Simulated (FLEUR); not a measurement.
# GdZn: which magnetic order is lowest, part 2 of 3

A self-consistent run ends on one state, which hangs on the start. Several orders of GdZn are started in FLEUR and their energies compared.

FLEUR MaX-R8.1; PBEsol with U = 6 eV on Gd f; all-electron FLAPW, Dirac cores, scalar-relativistic bands.

So far, largest spin moment in the muffin-tin sphere (μB): step 2 (start 1: ferro +) 7.32.

The database entry behind the starting cell differs from later determinations by our own check (about 0.4 % long), so it need not match the best structure at ambient conditions.

### Step 3. Start 2: antiferro q=(1/2,1/2,1/2) +-

Another pattern of signs weighs the neighbour shells otherwise.

The cell is doubled to 4 atoms to hold this order. The mesh is halved along the doubled vector, so that both cells sample the same points. The k list default-1 (kpts.xml, not shown) is a Γ-centred 4×8×8 mesh.

File inp.xml:

```
<?xml version="1.0" encoding="UTF-8" standalone="no"?>
<fleurInput fleurInputVersion="0.39">
   <comment>
      GdZn
   </comment>
   <calculationSetup>
      <cutoffs Kmax="3.6" Gmax="10.8" GmaxXC="10.8" numbands="0"/>
      <scfLoop itmax="130" minDistance="0.0001" maxIterBroyd="15" imix="Anderson" alpha="0.05" precondParam="0.0" spinf="2.0" sdNocoIR="T"/>
      <coreElectrons ctail="T" frcor="F" kcrel="0" coretail_lmax="0"/>
      <xcFunctional name="PBEs" relativisticCorrections="F"/>
      <magnetism jspins="2"/>
      <soc l_soc="F" theta="0.0" phi="0.0" spav="F"/>
      <expertModes spex="0" secvar="F"/>
      <geometryOptimization l_f="F" forcealpha="1.0" forcemix="BFGS" epsdisp="0.00001" epsforce="0.00001"/>
      <ldaU l_linMix="F" mixParam="0.05" spinf="1.0"/>
   </calculationSetup>
   <cell>
      <bzIntegration valenceElectrons="60.0" mode="hist" fermiSmearingEnergy="0.00183747">
         <kPointListSelection listName="default-1"/>
         <xi:include xmlns:xi="http://www.w3.org/2001/XInclude" href="kpts.xml"> </xi:include>
      </bzIntegration>
      <xi:include xmlns:xi="http://www.w3.org/2001/XInclude" href="sym.xml"> </xi:include>
      <bulkLattice scale="1.0">
         <bravaisMatrix>
            <row-1>   13.6740582376055979     0.0000000000000000     0.0000000000000000</row-1>
            <row-2>    6.8370291188027990     6.8370291188027990     0.0000000000000000</row-2>
            <row-3>    6.8370291188027990     0.0000000000000000     6.8370291188027990</row-3>
         </bravaisMatrix>
      </bulkLattice>
   </cell>
   <atomSpecies>
      <species name="Gadolinium7.000" element="Gd" atomicNumber="64">
         <mtSphere radius="2.8" gridPoints="925" logIncrement="0.014"/>
         <atomicCutoffs lmax="10" lnonsphr="8"/>
         <electronConfig flipSpins="F">
            <coreConfig>(1s1/2) (2s1/2) (2p1/2) (2p3/2) (3s1/2) (3p1/2) (3p3/2) (4s1/2) (3d3/2) (3d5/2) (4p1/2) (4p3/2) (4d3/2) (4d5/2)</coreConfig>
            <valenceConfig>(5s1/2) (5p1/2) (5p3/2) (6s1/2) (4f5/2) (4f7/2) (5d3/2) (5d5/2)</valenceConfig>
            <stateOccupation state="(4f5/2)" spinUp="2.5" spinDown="0.5"/>
            <stateOccupation state="(4f7/2)" spinUp="4.0" spinDown="0.0"/>
            <stateOccupation state="(5d3/2)" spinUp="0.4" spinDown="0.0"/>
            <stateOccupation state="(5d5/2)" spinUp="0.6" spinDown="0.0"/>
         </electronConfig>
         <energyParameters s="6" p="6" d="5" f="4"/>
         <ldaU l="3" U="6.0" J="0.0" l_amf="F"/>
         <lo type="SCLO" l="0" n="5" eDeriv="0"/>
         <lo type="SCLO" l="1" n="5" eDeriv="0"/>
      </species>
      <species name="Gadolinium-7.000" element="Gd" atomicNumber="64">
         <mtSphere radius="2.8" gridPoints="925" logIncrement="0.014"/>
         <atomicCutoffs lmax="10" lnonsphr="8"/>
         <electronConfig flipSpins="F">
            <coreConfig>(1s1/2) (2s1/2) (2p1/2) (2p3/2) (3s1/2) (3p1/2) (3p3/2) (4s1/2) (3d3/2) (3d5/2) (4p1/2) (4p3/2) (4d3/2) (4d5/2)</coreConfig>
            <valenceConfig>(5s1/2) (5p1/2) (5p3/2) (6s1/2) (4f5/2) (4f7/2) (5d3/2) (5d5/2)</valenceConfig>
            <stateOccupation state="(4f5/2)" spinUp="0.5" spinDown="2.5"/>
            <stateOccupation state="(4f7/2)" spinUp="0.0" spinDown="4.0"/>
            <stateOccupation state="(5d3/2)" spinUp="0.0" spinDown="0.4"/>
            <stateOccupation state="(5d5/2)" spinUp="0.0" spinDown="0.6"/>
         </electronConfig>
         <energyParameters s="6" p="6" d="5" f="4"/>
         <ldaU l="3" U="6.0" J="0.0" l_amf="F"/>
         <lo type="SCLO" l="0" n="5" eDeriv="0"/>
         <lo type="SCLO" l="1" n="5" eDeriv="0"/>
      </species>
      <species name="Zinc (Zn)" element="Zn" atomicNumber="30">
         <mtSphere radius="2.8" gridPoints="925" logIncrement="0.014"/>
         <atomicCutoffs lmax="10" lnonsphr="8"/>
         <electronConfig flipSpins="F">
            <coreConfig>(1s1/2) (2s1/2) (2p1/2) (2p3/2) (3s1/2) (3p1/2) (3p3/2)</coreConfig>
            <valenceConfig>(4s1/2) (3d3/2) (3d5/2)</valenceConfig>
         </electronConfig>
         <energyParameters s="4" p="4" d="3" f="4"/>
      </species>
   </atomSpecies>
   <atomGroups>
      <atomGroup species="Gadolinium7.000">
         <relPos label="                   1">.0000000000 .0000000000 .0000000000</relPos>
         <force calculate="T" relaxXYZ="TTT"/>
      </atomGroup>
      <atomGroup species="Gadolinium-7.000">
         <relPos label="                   2">1.000/2.000 .0000000000 .0000000000</relPos>
         <force calculate="T" relaxXYZ="TTT"/>
      </atomGroup>
      <atomGroup species="Zinc (Zn)">
         <relPos label="                   3">-1.000/4.000 1.000/2.000 1.000/2.000</relPos>
         <relPos label="                   4">1.000/4.000 1.000/2.000 1.000/2.000</relPos>
         <force calculate="T" relaxXYZ="TTT"/>
      </atomGroup>
   </atomGroups>
   <output dos="F" band="F" slice="F">
      <bandDOS minEnergy="-.5*Htr" maxEnergy="0.5*Htr" sigma="0.015" storeEVData="T"/>
      <plotting iplot="0" polar="F">
         <plot TwoD="T" vec1="  1.0  0.0  0.0" vec2="  0.0  1.0  0.0" vec3="  0.0  0.0  1.0" zero="  0.0  0.0  0.0" file="plot"/>
      </plotting>
      <moessbauerParams electricFieldGradient="F" isomerShift="F" coreHyperfine="F" valenceHyperfine="F"/>
   </output>
</fleurInput>
```

File crystal.txt:

```
GdZn
&input film=F cartesian=F /
7.23600000000  0.00000000000  0.00000000000
3.61800000000  3.61800000000  0.00000000000
3.61800000000  0.00000000000  3.61800000000
1.8897261246
1.0 1.0 1.0

4
64 0.00000000000  0.00000000000  0.00000000000 : 7.000
64 0.50000000000  0.00000000000  0.00000000000 : -7.000
30 0.75000000000  0.50000000000  0.50000000000
30 0.25000000000  0.50000000000  0.50000000000

&kpt div1=4 div2=8 div3=8 gamma=T /
```

Command:

```
> OMP_NUM_THREADS=1 inpgen -f crystal.txt > inpgen.log  # inp.xml is then edited as shown
> OMP_NUM_THREADS=1 mpirun -n 4 fleur_MPI > fleur.log
```

What it wrote:

```text
[banner, memory and clock lines left out]
Welcome to FLEUR        (www.flapw.de)
      MaX-Release 8.1          (www.max-centre.eu)

 ========== k-point set info ==========
 Selected k-point list: default-1
 k-point list type: mesh
 0 x 0 x 0
 Number of k points: 40

 ------------Calculation Setup---------------------------
 Number of PE/node        :            4
 Number of OMP-threads    :            1
 k-points in parallel     :            4
 pe's per k-point         :            1
 No of k-point loops      :           10
 Eigenvalue solver        :       lapack
 Number of basis functions:          555
 Approximate size of matrices (H+S) per k-point:         0.005 GB
 Iteration:     1   Distance:      22.87570341 me/bohr^3
 Iteration:     2   Distance:      21.82761783 me/bohr^3
 Iteration:     3   Distance:      12.28116443 me/bohr^3
 Iteration:     4   Distance:       5.23561347 me/bohr^3
 Iteration:     5   Distance:       1.47294674 me/bohr^3
 Iteration:     6   Distance:       0.90238073 me/bohr^3
 Iteration:     7   Distance:       1.12631993 me/bohr^3
 Iteration:     8   Distance:       0.17806316 me/bohr^3
 Iteration:     9   Distance:       0.08320244 me/bohr^3
 Iteration:    10   Distance:       0.01974799 me/bohr^3
 Iteration:    11   Distance:       0.00745091 me/bohr^3
 Iteration:    12   Distance:       0.00891377 me/bohr^3
 Iteration:    13   Distance:       0.00099551 me/bohr^3
 Iteration:    14   Distance:       0.00045316 me/bohr^3
 Iteration:    15   Distance:       0.00024445 me/bohr^3
 Iteration:    16   Distance:       0.00020552 me/bohr^3
 Iteration:    17   Distance:       0.00015097 me/bohr^3
 Iteration:    18   Distance:       0.00003744 me/bohr^3

 ********************************************************************
 Run finished successfully
 Stop message:
   all done
 ********************************************************************

--- out.xml (last complete iteration) ---
<iteration numberForCurrentRun="   18" overallNumber="   18">
         [... left out ...]
         <bandgap value="0.0000005335" units="eV"/>
         <sumValenceSingleParticleEnergies value="-9.5436399305" units="Htr"/>
         <FermiEnergy value="0.2776408850" units="Htr"/>
         <valenceDensity>
            <mtCharges spin="1">
               <mtCharge atomType="1" total="11.5809702" s="1.1065235" p="2.9818233" d="0.5231771" f="6.9682705"/>
               <mtCharge atomType="2" total="4.4100054" s="1.0867081" p="2.9606191" d="0.3412825" f="0.0201835"/>
               <mtCharge atomType="3" total="5.8464330" s="0.5068583" p="0.3853697" d="4.9475767" f="0.0043842"/>
            </mtCharges>
            <mtCharges spin="2">
               <mtCharge atomType="1" total="4.4100054" s="1.0867081" p="2.9606191" d="0.3412825" f="0.0201835"/>
               <mtCharge atomType="2" total="11.5809702" s="1.1065235" p="2.9818233" d="0.5231771" f="6.9682705"/>
               <mtCharge atomType="3" total="5.8464330" s="0.5068583" p="0.3853697" d="4.9475767" f="0.0043842"/>
            </mtCharges>
            <spinDependentCharge spin="1" total="30.0000000" interstitial="2.3161584" mtSpheres="27.6838416"/>
            <spinDependentCharge spin="2" total="30.0000000" interstitial="2.3161584" mtSpheres="27.6838416"/>
            <totalCharge value="60.0000000000"/>
         </valenceDensity>
         [... left out ...]
         <magneticMomentsInMTSpheres units="muBohr">
            <globalMagMoment atomType="1" vec="0.00000   0.00000   7.17097"/>
            <localMagMoment atomType="1" vec="0.00000   0.00000   7.17097"/>
            <globalMagMoment atomType="2" vec="0.00000   0.00000  -7.17097"/>
            <localMagMoment atomType="2" vec="0.00000   0.00000  -7.17097"/>
            <globalMagMoment atomType="3" vec="0.00000   0.00000   0.00000"/>
            <localMagMoment atomType="3" vec="0.00000   0.00000   0.00000"/>
         </magneticMomentsInMTSpheres>
         [... left out ...]
         <totalEnergy value="   -26142.9146344849" units="Htr">
            <sumOfEigenvalues value="   -15940.6945018020">
               <coreElectrons value="-15931.1508618715"/>
               <valenceElectrons value="-9.5436399305"/>
            </sumOfEigenvalues>
            <densityCoulombPotentialIntegral value="-43355.6180526600"/>
            <densityEffectivePotentialIntegral value="-44188.7298368646"/>
            <chargeDenXCDenIntegral value="-633.4951911819"/>
            <FockExchangeEnergyValence value="0.0000000000"/>
            <FockExchangeEnergyCore value="0.0000000000"/>
         [... left out ...]
            <dftUCorrection value="-1.5295270626"/>
            <tkbTimesEntropy value="0.0016228080"/>
            <freeEnergy value="-26142.9162572929"/>
            <extrapolationTo0K value="-26142.9154458889"/>
         </totalEnergy>
         [... left out ...]
         <ldaUDensityMatrixConvergence>
            <distance spin="1" distance="0.000000"/>
            <distance spin="2" distance="0.000000"/>
         </ldaUDensityMatrixConvergence>
         <densityConvergence units="me/bohr^3">
            <chargeDensity spin="1" distance="0.0000234997"/>
            <chargeDensity spin="2" distance="0.0000234997"/>
            <overallChargeDensity distance="0.0000284057"/>
            <spinDensity distance="0.0000374441"/>
         </densityConvergence>
      </iteration>
```

Run time: 58 s. Hardware: 4 MPI ranks of Intel Xeon Platinum 8488C (Sapphire Rapids), shared host; peak memory 0.38 GiB.

Spin moment in the muffin-tin sphere by atom:

```
atom  spin moment in the muffin-tin sphere (μB)
 Gd1                                       7.17
 Gd2                                      -7.17
 Zn3                                       0.00
 Zn4                                       0.00
```

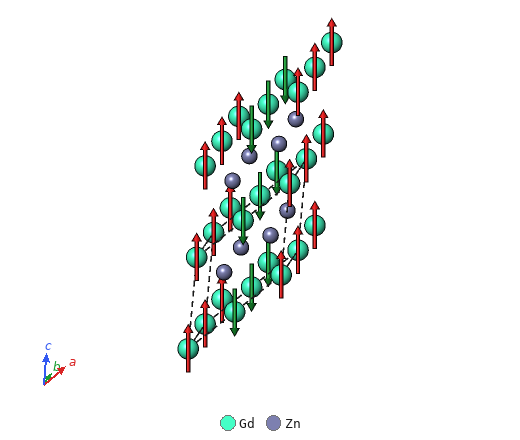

Spin moment in the muffin-tin sphere as arrows, the longest 7.17 μB. Up and down stand for the sign. Arrows give size and sign along the axis of quantisation, drawn up and down the page. The two directions have two colours. 1×2×2 cells are drawn. Some periodic images of atoms are drawn too.

This step gave:

- free energy: -711384.9919 eV
- program's band gap on this mesh (in a metal only a level spacing): 5.33e-7 eV
- magnetization: 0 μB
- final state: antiferromagnetic

It lies 71.8 meV a seeded atom over the first start, and its largest moment is 7.17 μB against 7.32 μB.

### Step 4. Run 3 (antiferro q=(0,1/2,1/2) +-)

An opposed order shows whether neighbours prefer unlike signs.

The cell is doubled to 4 atoms to hold this order. The mesh is halved along the doubled vector, so that both cells sample the same points. The k list default-1 (kpts.xml, not shown) is a Γ-centred 8×4×8 mesh.

inp.xml, as its differences from that of step 3:

```diff
@@ -24,5 +24,5 @@
          <bravaisMatrix>
-            <row-1>   13.6740582376055979     0.0000000000000000     0.0000000000000000</row-1>
-            <row-2>    6.8370291188027990     6.8370291188027990     0.0000000000000000</row-2>
-            <row-3>    6.8370291188027990     0.0000000000000000     6.8370291188027990</row-3>
+            <row-1>    6.8370291188027990     0.0000000000000000     0.0000000000000000</row-1>
+            <row-2>    0.0000000000000000    13.6740582376055979     0.0000000000000000</row-2>
+            <row-3>    0.0000000000000000     6.8370291188027990     6.8370291188027990</row-3>
          </bravaisMatrix>
@@ -79,3 +79,3 @@
       <atomGroup species="Gadolinium-7.000">
-         <relPos label="                   2">1.000/2.000 .0000000000 .0000000000</relPos>
+         <relPos label="                   2">.0000000000 1.000/2.000 .0000000000</relPos>
          <force calculate="T" relaxXYZ="TTT"/>
@@ -83,4 +83,4 @@
       <atomGroup species="Zinc (Zn)">
-         <relPos label="                   3">-1.000/4.000 1.000/2.000 1.000/2.000</relPos>
-         <relPos label="                   4">1.000/4.000 1.000/2.000 1.000/2.000</relPos>
+         <relPos label="                   3">1.000/2.000 .0000000000 1.000/2.000</relPos>
+         <relPos label="                   4">1.000/2.000 1.000/2.000 1.000/2.000</relPos>
          <force calculate="T" relaxXYZ="TTT"/>
```

File crystal.txt:

```
GdZn
&input film=F cartesian=F /
3.61800000000  0.00000000000  0.00000000000
0.00000000000  7.23600000000  0.00000000000
0.00000000000  3.61800000000  3.61800000000
1.8897261246
1.0 1.0 1.0

4
64 0.00000000000  0.00000000000  0.00000000000 : 7.000
64 0.00000000000  0.50000000000  0.00000000000 : -7.000
30 0.50000000000  0.00000000000  0.50000000000
30 0.50000000000  0.50000000000  0.50000000000

&kpt div1=8 div2=4 div3=8 gamma=T /
```

What it wrote:

```text
[banner, memory and clock lines left out]
Welcome to FLEUR        (www.flapw.de)
      MaX-Release 8.1          (www.max-centre.eu)

 ========== k-point set info ==========
 Selected k-point list: default-1
 k-point list type: mesh
 0 x 0 x 0
 Number of k points: 68

 [... set-up left out ...]
 Iteration:     1   Distance:      22.97861802 me/bohr^3
 Iteration:     2   Distance:      21.92270723 me/bohr^3
 Iteration:     3   Distance:      12.32903592 me/bohr^3
 Iteration:     4   Distance:       5.29858264 me/bohr^3
 Iteration:     5   Distance:       1.49418484 me/bohr^3
[...]
[... left out ...]
            <freeEnergy value="-26142.9175467719"/>
            <extrapolationTo0K value="-26142.9166606511"/>
         </totalEnergy>
         [... left out ...]
         <ldaUDensityMatrixConvergence>
            <distance spin="1" distance="0.000001"/>
            <distance spin="2" distance="0.000001"/>
         </ldaUDensityMatrixConvergence>
         <densityConvergence units="me/bohr^3">
            <chargeDensity spin="1" distance="0.0000596846"/>
            <chargeDensity spin="2" distance="0.0000596864"/>
            <overallChargeDensity distance="0.0000767772"/>
            <spinDensity distance="0.0000914040"/>
         </densityConvergence>
      </iteration>
```

It took 96 s on 4 MPI ranks; peak memory 0.43 GiB; 6.4 min of CPU time.

Spin moment in the muffin-tin sphere by atom:

```
atom  spin moment in the muffin-tin sphere (μB)
 Gd1                                       7.24
 Gd2                                      -7.24
 Zn3                                       0.00
 Zn4                                       0.00
```

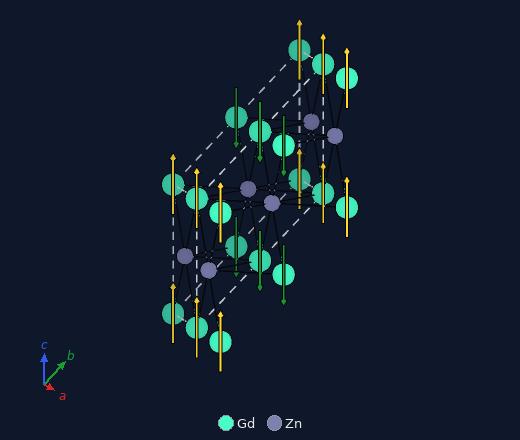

Spin moment in the muffin-tin sphere as arrows, the longest 7.24 μB. Up and down stand for the sign. Arrows give size and sign along the axis of quantisation, drawn up and down the page. The two directions have two colours. 2×1×1 cells are drawn. Some periodic images of atoms are drawn too.

Numbers from this step:

* free energy: -711385.0270 eV
* magnetization: 0 μB
* final state: antiferromagnetic

It lies 54.3 meV a seeded atom over the first start, and its largest moment is 7.24 μB against 7.32 μB.

### Step 5. Energies of the orders

Free energies are divided by the number of seeded atoms, so that cells of unlike size compare. Wavevectors q in the names are fractions of the primitive cell's reciprocal vectors.

Orders:

```
                       start        final state  typed order kept  energy over the lowest (meV a seeded atom)  largest sphere moment (μB)  net moment (μB a primitive cell)  mesh matched  CPU time (s)
                     ferro +      ferromagnetic               yes                                           0                       7.316                             7.681           yes         68.05
antiferro q=(1/2,1/2,1/2) +-  antiferromagnetic               yes                                       71.82                       7.171                                 0           yes         232.7
  antiferro q=(0,1/2,1/2) +-  antiferromagnetic               yes                                       54.28                       7.235                                 0           yes           383
```

(Continued in part 3 of 3.)

[Logs and program files are shortened in this print: banners, set-up blocks, solver, clock and traceback lines can be left out without a mark of their own.]

[Logs are printed without paths, hosts, clocks, repeated set-up lines and the standing remarks that a program may print on its own settings, such as how far it seeks lower states.]

[Hosts, paths, dates, database ids (printed as entryN), source tags and the programs' standing remarks are cut or masked in the printed files.]

[Where a cell is said to come from a database of computed structures, the database is the Materials Project.]
